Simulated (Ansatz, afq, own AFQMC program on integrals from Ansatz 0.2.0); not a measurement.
# NHO (triplet): quantum Monte Carlo beside coupled cluster at distance N1–O2 = 2.196 Å, cc-pVDZ

How near does AFQMC come to the top of the ladder for NHO (triplet)?

Method: cc-pVDZ, frozen cores; program: Ansatz 0.2.0, Gaussian basis, and an in-house AFQMC program (afq) on its integrals; all values are calculated.

To be run: PBE (unrestricted); r2SCAN (unrestricted); PBE0 (unrestricted); B3LYP (unrestricted); wB97M-V (unrestricted); B2PLYP (unrestricted); CCSD(T) on UHF; CCSDT(Q) on UHF; Phaseless AFQMC, CISD trial on UHF; CCSD(T) on ROHF; CCSDT(Q) on ROHF; Phaseless AFQMC, CISD trial on ROHF.

### Step 1. What is computed

The geometry derives from a PBE0/def2-TZVP stationary point (not a proven minimum). One bond is set to the value named and the two fragments are kept rigid.

3 atoms, charge 0, spin multiplicity 3.

Atoms are counted from 1 here; the program's logs count them from 0.

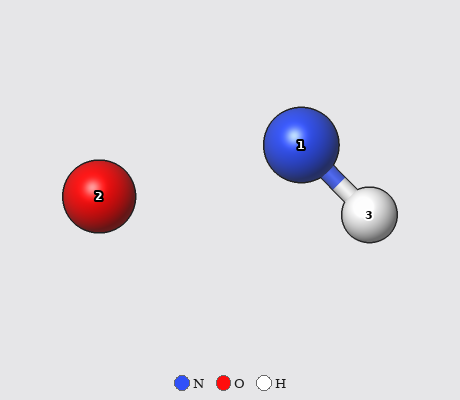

The geometry (nitrogen blue, oxygen red, hydrogen white); atoms are numbered from 1 in the order of the file.

### Step 2. PBE (unrestricted)

Contents of in.yaml:

```yaml
crystal:
  periodic: [false, false, false]
  atoms:
    - {symbol: N, position_ang: [0.000000, -0.201875, 1.098129]}
    - {symbol: O, position_ang: [0.000000, 0.139067, -1.071243]}
    - {symbol: H, position_ang: [0.000000, 0.597877, 1.744219]}
basis:
  gaussian: {orbitals: cc-pVDZ}
magnetization: {spin_polarized: true, initial_magnetization: 2}
hamiltonian: {xc: {name: PBE}}
output: {orbitals: {seedname: orbitals}}
```

On the command line:

```sh
$ ansatz run in.yaml --threads 1 --pin off --events-out ev --progress --plain --max-ram 1382MiB
```

Log:

```text
Functional definition: PBE
  name "PBE"
  cite "Perdew, Burke & Ernzerhof, Phys. Rev. Lett. 77, 3865 (1996) doi:10.1103/PhysRevLett.77.3865"
  parent pbe
  parameter kappa = 0.804
  parameter beta = 0.06672455060314922
  exchange = pbe_x(kappa = kappa, mu = beta*pi^2/3)
  correlation = pbe_c(beta = beta)
391 factors; their error is unknown
mean field evaluation 1: about -3539.1457 eV, gradient 2.2e1 eV
mean field evaluation 2: about -3492.7053 eV, gradient 7.9e1 eV
mean field evaluation 4: about -3541.0757 eV, gradient 6.0e0 eV
mean field evaluation 8: about -3541.3107 eV, gradient 1.4e0 eV
mean field evaluation 16: about -3541.3269 eV, gradient 5.0e-3 eV
mean field evaluation 32: about -3539.8080 eV, gradient 8.4e0 eV
mean field evaluation 64: about -3539.8411 eV, gradient 8.0e0 eV
mean field evaluation 96: about -3538.3145 eV, gradient 1.7e1 eV
mean field evaluation 128: about -3540.5050 eV, gradient 3.6e-2 eV
mean field -3541.32689933 eV, -130.1413631527 hartree, gradient 2.3e-6 eV, S^2 2.397036; 12 other end points of the search recorded, 0 dependent functions left out
reference -3541.32691476 eV, -130.1413637199 hartree; 9, 7 occupied and 24, 26 virtual orbitals, 391 factors
Total energy: -3541.32691476 eV, -130.1413637199 hartree
```

Wall time 3.2 s (1 thread of Arm Neoverse V2, shared host).

From the report: ⟨S²⟩ of the determinant 2.397 (pure triplet: 2.00).

### Step 3. r2SCAN (unrestricted)

Edit in.yaml of step 2 so:

```diff
@@ -9,3 +9,2 @@
 magnetization: {spin_polarized: true, initial_magnetization: 2}
-hamiltonian: {xc: {name: PBE}}
-output: {orbitals: {seedname: orbitals}}
+hamiltonian: {xc: {name: r2SCAN}}
```

Same command.

Log (excerpt; [...] marks lines left out):

```text
Functional definition: r2SCAN
  name "r2SCAN"
  cite "Furness, Kaplan, Ning, Perdew & Sun, J. Phys. Chem. Lett. 11, 8208 (2020) doi:10.1021/acs.jpclett.0c02405"
  cite "Furness, Kaplan, Ning, Perdew & Sun, J. Phys. Chem. Lett. 11, 9248 (2020) doi:10.1021/acs.jpclett.0c03077"
  parent r2scan
[...]
391 factors; their error is unknown
[...]
mean field -3543.65243101 eV, -130.2268248657 hartree, gradient 9.6e-6 eV, S^2 2.670596; 11 other end points of the search recorded, 0 dependent functions left out
reference -3543.65243525 eV, -130.2268250216 hartree; 9, 7 occupied and 24, 26 virtual orbitals, 391 factors
Total energy: -3543.65243525 eV, -130.2268250216 hartree
```

Wall time 7 s (1 thread of Arm Neoverse V2, shared host).

From the report: ⟨S²⟩ of the determinant 2.671 (pure triplet: 2.00). The determinant is far from a pure spin state, so its energy mixes those of several spin states (harmless only where they are near-degenerate, as at dissociation).

### Step 4. PBE0 (unrestricted)

Edit in.yaml of step 3 so:

```diff
@@ -9,2 +9,3 @@
 magnetization: {spin_polarized: true, initial_magnetization: 2}
-hamiltonian: {xc: {name: r2SCAN}}
+hamiltonian: {xc: {name: PBE0}}
+output: {orbitals: {seedname: orbitals}}
```

The command is unchanged.

Log (excerpt; [...] marks lines left out):

```text
Functional definition: PBE0
  name "PBE0"
  cite "Adamo & Barone, J. Chem. Phys. 110, 6158 (1999) doi:10.1063/1.478522"
  cite "Perdew, Burke & Ernzerhof, Phys. Rev. Lett. 77, 3865 (1996) doi:10.1103/PhysRevLett.77.3865"
  parent pbe
[...]
311 factors; integrals over basis functions are off by at most 1.3e-3 eV
[...]
mean field -3541.42626686 eV, -130.1450148422 hartree, gradient 9.3e-6 eV, S^2 2.746466; 11 other end points of the search recorded, 0 dependent functions left out
reference -3541.42627812 eV, -130.1450152559 hartree; 9, 7 occupied and 24, 26 virtual orbitals, 311 factors
Total energy: -3541.42627812 eV, -130.1450152559 hartree
```

It took 3.5 s on 1 thread of Arm Neoverse V2, shared host.

From the report: ⟨S²⟩ of the determinant 2.746 (pure triplet: 2.00). The determinant is far from a pure spin state, so its energy mixes those of several spin states (harmless only where they are near-degenerate, as at dissociation).

### Step 5. B3LYP (unrestricted)

Edit in.yaml of step 4 so:

```diff
@@ -9,3 +9,2 @@
 magnetization: {spin_polarized: true, initial_magnetization: 2}
-hamiltonian: {xc: {name: PBE0}}
-output: {orbitals: {seedname: orbitals}}
+hamiltonian: {xc: {name: B3LYP}}
```

Launched as before.

Log (excerpt; [...] marks lines left out):

```text
Functional definition: B3LYP
  name "B3LYP"
  cite "Stephens, Devlin, Chabalowski & Frisch, J. Phys. Chem. 98, 11623 (1994) doi:10.1021/j100096a001"
  cite "Becke, Phys. Rev. A 38, 3098 (1988) doi:10.1103/PhysRevA.38.3098"
  cite "Lee, Yang & Parr, Phys. Rev. B 37, 785 (1988) doi:10.1103/PhysRevB.37.785"
  cite "Vosko, Wilk & Nusair, Can. J. Phys. 58, 1200 (1980) doi:10.1139/p80-159"
[...]
311 factors; integrals over basis functions are off by at most 1.3e-3 eV
[...]
mean field -3545.32802867 eV, -130.2884019440 hartree, gradient 4.5e-6 eV, S^2 2.684772; 11 other end points of the search recorded, 0 dependent functions left out
reference -3545.32815564 eV, -130.2884066100 hartree; 9, 7 occupied and 24, 26 virtual orbitals, 311 factors
Total energy: -3545.32815564 eV, -130.2884066100 hartree
```

Run time: 3.5 s. Hardware: 1 thread of Arm Neoverse V2, shared host.

From the report: ⟨S²⟩ of the determinant 2.685 (pure triplet: 2.00). The determinant is far from a pure spin state, so its energy mixes those of several spin states (harmless only where they are near-degenerate, as at dissociation).

### Step 6. wB97M-V (unrestricted)

Edit in.yaml of step 5 so:

```diff
@@ -9,2 +9,3 @@
 magnetization: {spin_polarized: true, initial_magnetization: 2}
-hamiltonian: {xc: {name: B3LYP}}
+hamiltonian: {xc: {name: wB97M-V}}
+output: {orbitals: {seedname: orbitals}}
```

The command is unchanged.

Log (excerpt; [...] marks lines left out):

```text
Functional definition: wB97M-V
  name "wB97M-V"
  cite "Mardirossian & Head-Gordon, J. Chem. Phys. 144, 214110 (2016) doi:10.1063/1.4952647"
  cite "Becke, J. Chem. Phys. 107, 8554 (1997) doi:10.1063/1.475007"
  cite "Vydrov & Van Voorhis, J. Chem. Phys. 133, 244103 (2010) doi:10.1063/1.3521275"
  # Of w^i u^j: cxij and so on, Table III.
[...]
  gx(w, u) = 1 - cx + cx01*u + cx10*w
  gss(w, u) = css00 + css04*u^4 + css10*w + css20*w^2 + css43*w^4*u^3
  gos(w, u) = cos00 + cos10*w + (cos20 + cos21*u)*w^2 + (cos60 + cos61*u)*w^6
[...]
      + integral(e_c_pw_mod_opposite_spin*gos(b97_w_opposite, b97_u_opposite)) + vv10(b, c)
311 factors; integrals over basis functions are off by at most 1.3e-3 eV
75 factors; integrals over basis functions are off by at most 5.6e-5 eV
[...]
mean field -3543.86208436 eV, -130.2345294842 hartree, gradient 3.9e-6 eV, S^2 2.742374; 11 other end points of the search recorded, 0 dependent functions left out
reference -3543.86210136 eV, -130.2345301089 hartree; 9, 7 occupied and 24, 26 virtual orbitals, 311 factors
Total energy: -3543.86210136 eV, -130.2345301089 hartree
```

It took 13 s on 1 thread of Arm Neoverse V2, shared host.

From the report: ⟨S²⟩ of the determinant 2.742 (pure triplet: 2.00). The determinant is far from a pure spin state, so its energy mixes those of several spin states (harmless only where they are near-degenerate, as at dissociation).

### Step 7. B2PLYP (unrestricted)

Edit in.yaml of step 6 so:

```diff
@@ -9,3 +9,3 @@
 magnetization: {spin_polarized: true, initial_magnetization: 2}
-hamiltonian: {xc: {name: wB97M-V}}
-output: {orbitals: {seedname: orbitals}}
+hamiltonian: {xc: {name: B2PLYP}}
+correlation: {electrons: outside_noble_gas}
```

Launched as before.

Log (excerpt; [...] marks lines left out):

```text
Functional definition: B2PLYP
  name "B2PLYP"
  cite "Grimme, J. Chem. Phys. 124, 034108 (2006) doi:10.1063/1.2148954"
  cite "Becke, Phys. Rev. A 38, 3098 (1988) doi:10.1103/PhysRevA.38.3098"
  cite "Lee, Yang & Parr, Phys. Rev. B 37, 785 (1988) doi:10.1103/PhysRevB.37.785"
[...]
311 factors; integrals over basis functions are off by at most 1.3e-3 eV
[...]
mean field -3540.24537142 eV, -130.1016177353 hartree, gradient 2.7e-6 eV, S^2 2.864814; 14 other end points of the search recorded, 0 dependent functions left out
2 core orbitals not correlated: weight in the atoms' cores, before any rotation towards them, 1.000 or more for the frozen orbitals, at most 0.000 for the correlated occupied ones
reference -3540.24545181 eV, -130.1016206896 hartree; 7, 5 occupied and 24, 26 virtual orbitals, 311 factors
second order -7.07128577 eV of doubles, -0.00000000 eV of singles
Total energy: -3542.15469897 eV, -130.1717842285 hartree
```

It took 5 s on 1 thread of Arm Neoverse V2, shared host.

From the report: ⟨S²⟩ of the determinant 2.865 (pure triplet: 2.00). The determinant is far from a pure spin state, so its energy mixes those of several spin states (harmless only where they are near-degenerate, as at dissociation).

### Step 8. CCSD(T) on UHF

Edit in.yaml of step 7 so:

```diff
@@ -9,3 +9,2 @@
 magnetization: {spin_polarized: true, initial_magnetization: 2}
-hamiltonian: {xc: {name: B2PLYP}}
-correlation: {electrons: outside_noble_gas}
+correlation: {method: ccsd_t, electrons: outside_noble_gas, hamiltonian_folder: ham}
```

Same command.

Log (excerpt; [...] marks lines left out):

```text
Functional definition: HF
  name "HF"
  cite "Fock, Z. Phys. 61, 126 (1930) doi:10.1007/BF01340294"
  parent pbe
[...]
311 factors; integrals over basis functions are off by at most 1.3e-3 eV
[...]
mean field -3529.92208994 eV, -129.7222441382 hartree, gradient 2.0e-6 eV, S^2 2.942963; 41 other end points of the search recorded, 0 dependent functions left out
determinant -3529.92208994 eV, -129.7222441382 hartree, with singles and doubles -3536.88569802 eV, -129.9781520148 hartree
determinant -3529.88880877 eV, -129.7210210778 hartree, with singles and doubles -3536.85365607 eV, -129.9769744951 hartree
determinant -3529.79868435 eV, -129.7177090664 hartree, with singles and doubles -3536.74813037 eV, -129.9730964970 hartree
determinant -3529.74795447 eV, -129.7158447778 hartree, with singles and doubles -3536.72316717 eV, -129.9721791165 hartree
[...]
determinant -3526.65614168 eV, -129.6022227532 hartree, with singles and doubles -3536.57373362 eV, -129.9666875346 hartree
determinant -3526.70807682 eV, -129.6041313346 hartree, with singles and doubles -3536.50637290 eV, -129.9642120740 hartree
2 core orbitals not correlated: weight in the atoms' cores, before any rotation towards them, 1.000 or more for the frozen orbitals, at most 0.000 for the correlated occupied ones
reference -3529.92208994 eV, -129.7222441382 hartree; 7, 5 occupied and 24, 26 virtual orbitals, 311 factors
second order -5.75153765 eV of doubles, -0.00000000 eV of singles
cycle   1  -7.03527218 eV  change    1.2e-6 eV  update   7.0e-6
[...]
cycle   5  -7.03522396 eV  change    4.8e-6 eV  update   1.6e-6
perturbative correction -0.26430856 eV, -0.0097131606 hartree
WARN: the results are in doubt because among natural orbitals the method converges to other amplitudes
Total energy: -3537.22162246 eV, -129.9904970106 hartree
In doubt: among natural orbitals the method converges to other amplitudes
```

Run time: 10 s. Hardware: 1 thread of Arm Neoverse V2, shared host.

From the report: ⟨S²⟩ of the determinant 2.943 (pure triplet: 2.00); correlation -7.2995 eV; T1 0.026; largest double amplitude 0.27. The determinant is far from a pure spin state, so its energy mixes those of several spin states (harmless only where they are near-degenerate, as at dissociation). Mind the lines of doubt at the end of the log.

This run also writes the integrals to the folder ham.

### Step 9. CCSDT(Q) on UHF

Edit in.yaml of step 8 so:

```diff
@@ -9,2 +9,2 @@
 magnetization: {spin_polarized: true, initial_magnetization: 2}
-correlation: {method: ccsd_t, electrons: outside_noble_gas, hamiltonian_folder: ham}
+correlation: {method: ccsdt_q, electrons: outside_noble_gas}
```

The command is unchanged.

Log (excerpt; [...] marks lines left out):

```text
Functional definition: HF
  name "HF"
  cite "Fock, Z. Phys. 61, 126 (1930) doi:10.1007/BF01340294"
  parent pbe
[...]
544 factors; integrals over basis functions are off by at most 1.3e-7 eV
[...]
mean field -3529.92212387 eV, -129.7222453849 hartree, gradient 2.0e-6 eV, S^2 2.942963; 41 other end points of the search recorded, 0 dependent functions left out
determinant -3529.92212387 eV, -129.7222453849 hartree, with singles and doubles -3536.88572750 eV, -129.9781530986 hartree
determinant -3529.88884625 eV, -129.7210224552 hartree, with singles and doubles -3536.85368847 eV, -129.9769756856 hartree
determinant -3529.79871928 eV, -129.7177103502 hartree, with singles and doubles -3536.74816055 eV, -129.9730976062 hartree
determinant -3529.74799100 eV, -129.7158461202 hartree, with singles and doubles -3536.72319895 eV, -129.9721802844 hartree
[...]
determinant -3529.49357947 eV, -129.7064966689 hartree, with singles and doubles -3536.48107047 eV, -129.9632822270 hartree
determinant -3526.65616676 eV, -129.6022236749 hartree, with singles and doubles -3536.57376696 eV, -129.9666887600 hartree
determinant -3526.70809902 eV, -129.6041321504 hartree, with singles and doubles -3536.50639992 eV, -129.9642130669 hartree
2 core orbitals not correlated: weight in the atoms' cores, before any rotation towards them, 1.000 or more for the frozen orbitals, at most 0.000 for the correlated occupied ones
reference -3529.92212387 eV, -129.7222453849 hartree; 7, 5 occupied and 24, 26 virtual orbitals, 544 factors
second order -5.75154765 eV of doubles, -0.00000000 eV of singles
cycle   1  -6.49791730 eV  change   -7.5e-1 eV  update   5.9e-2
[...]
cycle  16  -7.63637067 eV  change   -1.7e-7 eV  update   6.1e-8
perturbative correction -0.09697933 eV, -0.0035639248 hartree
WARN: these amplitudes may be one of several solutions (largest doubles amplitude 0.52, level shift 0.00 eV)
Total energy: -3537.65547387 eV, -130.0064407558 hartree
```

Wall time 51 s (1 thread of Arm Neoverse V2, shared host); peak memory 0.32 GiB.

From the report: ⟨S²⟩ of the determinant 2.943 (pure triplet: 2.00); correlation -7.7334 eV; T1 0.066; largest double amplitude 0.52. The determinant is far from a pure spin state, so its energy mixes those of several spin states (harmless only where they are near-degenerate, as at dissociation). The report flags that the cluster equations may have other roots.

### Step 10. Phaseless AFQMC, CISD trial on UHF

It reads the integrals that the CCSD(T) run on this determinant wrote.

On the command line:

```sh
$ afq ham --method phaseless --trial cisd --walkers 60 --populations 1 --least-time 40 --time-step 0.005 --steps-per-block 50 --equilibration-blocks 40 --max-blocks 300 --target-error 0.00084 --factor-cut 1e-05 --start spin_pure --seed 8940 --release-times 0.24,0.51,0.99,1.62,2.4 --release-step 0.03 --release-every 4 --taylor-order 6
```

Log:

```text
orbitals 31  electrons 7 5  factors 209 of 311
reference energy -129.72224414 Eh
CCSD correlation -0.25853919 Eh in 24 cycles, weight of the determinant in the CISD state 0.8285
energy of the start -129.950696 Eh
 block  time / (1/Eh)  mean weight  energy / Eh
     1     0.250  1.0020  -129.972469
     2     0.500  0.9987  -129.981046
     3     0.750  1.0007  -129.978891
     4     1.000  1.0004  -129.988457
     5     1.250  0.9974  -129.990514
     6     1.500  0.9984  -129.986684
     7     1.750  1.0014  -129.990210
     8     2.000  1.0003  -129.998493
     9     2.250  0.9990  -129.989880
    10     2.500  1.0018  -129.992965
    11     2.750  1.0041  -129.994057
    16     4.000  1.0002  -129.996595
    21     5.250  0.9996  -129.990091
    26     6.500  1.0002  -129.985020
    31     7.750  1.0015  -129.990141
    36     9.000  1.0019  -129.996064
    41    10.250  1.0001  -129.993794
    46    11.500  1.0028  -129.993116
    51    12.750  0.9959  -130.000899
    56    14.000  0.9994  -130.001822
    61    15.250  1.0012  -130.006404
    66    16.500  0.9971  -129.990115
    71    17.750  1.0036  -129.996687
    76    19.000  1.0011  -129.987985
    81    20.250  0.9994  -130.003412
    86    21.500  1.0020  -130.003435
    91    22.750  1.0023  -130.008868
    96    24.000  0.9987  -129.995432
   101    25.250  0.9990  -130.009072
   106    26.500  1.0008  -130.001135
   111    27.750  1.0021  -130.007038
   116    29.000  1.0016  -129.990672
   121    30.250  1.0064  -129.999275
   126    31.500  0.9999  -129.997385
   131    32.750  1.0016  -129.992233
   136    34.000  0.9993  -130.000398
   141    35.250  1.0004  -129.999552
   146    36.500  1.0028  -129.986742
   151    37.750  1.0008  -129.993302
   156    39.000  0.9968  -129.986177
   161    40.250  0.9980  -129.995164
   166    41.500  0.9995  -129.999654
   171    42.750  0.9990  -129.996733
   176    44.000  0.9987  -130.008995
   181    45.250  1.0004  -130.003054
   186    46.500  0.9994  -129.999882
   191    47.750  1.0053  -129.984976
   196    49.000  1.0016  -129.988186
blocks merged  error / Eh  count
     1  0.000615  160
     2  0.000666  80
     4  0.000726  40
     8  0.000797  20
    16  0.000742  10
released: time / (1/Eh)  energy / Eh  error  mean overlap
  0.24  -129.998287  0.001064  1.0133
  0.51  -129.999238  0.001180  1.0156
  0.99  -130.002740  0.001323  0.9677
  1.62  -130.001160  0.002176  0.9584
  2.40  -129.997935  0.001877  0.9747
energy -129.997527 +/- 0.000797 Eh
```

It took 2.6 min on 1 thread of Arm Neoverse V2, shared host.

Energy -3537.4129 ± 0.0217 eV. Caveats: constraint bias not in the error; other amplitudes.

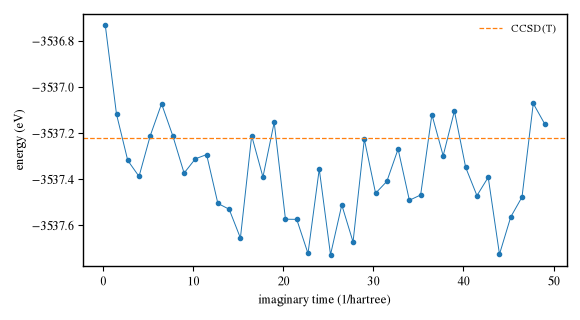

Block energies along the walk.

### Step 11. CCSD(T) on ROHF

Edit in.yaml of step 9 so:

```diff
@@ -8,3 +8,3 @@
   gaussian: {orbitals: cc-pVDZ}
-magnetization: {spin_polarized: true, initial_magnetization: 2}
-correlation: {method: ccsdt_q, electrons: outside_noble_gas}
+magnetization: {spin_polarized: false, initial_magnetization: 2}
+correlation: {method: ccsd_t, electrons: outside_noble_gas, hamiltonian_folder: ham}
```

On the command line:

```sh
$ ansatz run in.yaml --threads 1 --pin off --events-out ev --progress --plain --max-ram 1382MiB
```

Log (excerpt; [...] marks lines left out):

```text
Functional definition: HF
  name "HF"
  cite "Fock, Z. Phys. 61, 126 (1930) doi:10.1007/BF01340294"
  parent pbe
[...]
311 factors; integrals over basis functions are off by at most 1.3e-3 eV
[...]
mean field -3527.82312245 eV, -129.6451085056 hartree, gradient 1.1e-6 eV, S^2 2.000000; 28 other end points of the search recorded, 0 dependent functions left out
[...]
determinant -3527.82312245 eV, -129.6451085056 hartree, with singles and doubles -3535.36440677 eV, -129.9222455927 hartree
determinant -3527.57162765 eV, -129.6358662423 hartree, with singles and doubles -3535.07485313 eV, -129.9116046927 hartree
determinant -3527.51711214 eV, -129.6338628340 hartree, with singles and doubles -3535.23281768 eV, -129.9174097830 hartree
determinant -3527.49643853 eV, -129.6331030931 hartree, with singles and doubles -3534.98330127 eV, -129.9082402240 hartree
[...]
determinant -3526.49376094 eV, -129.5962553711 hartree, with singles and doubles -3536.65204200 eV, -129.9695653147 hartree
determinant -3526.43989457 eV, -129.5942758187 hartree, with singles and doubles -3536.59307590 eV, -129.9673983504 hartree
unrestricted determinant -3529.92208994 eV, -129.7222441382 hartree, S^2 2.9430
2 core orbitals not correlated: weight in the atoms' cores, before any rotation towards them, 1.000 or more for the frozen orbitals, at most 0.000 for the correlated occupied ones
reference -3526.49376094 eV, -129.5962553711 hartree; 7, 5 occupied and 24, 26 virtual orbitals, 311 factors
second order -8.66481704 eV of doubles, -0.14840486 eV of singles
cycle   1  -10.15828243 eV  change   -1.4e-6 eV  update   2.6e-6
cycle   2  -10.15828287 eV  change   -4.3e-7 eV  update   2.2e-6
perturbative correction -0.80205571 eV, -0.0294750036 hartree
WARN: these amplitudes may be one of several solutions (largest doubles amplitude 0.40, level shift 4.91 eV)
Total energy: -3537.45409951 eV, -129.9990403846 hartree
```

It took 6 s on 1 thread of Arm Neoverse V2, shared host.

From the report: correlation -10.9603 eV; T1 0.051; largest double amplitude 0.40. The report flags that the cluster equations may have other roots.

This run also writes the integrals to the folder ham.

(Part 1 of 2 ends here.)
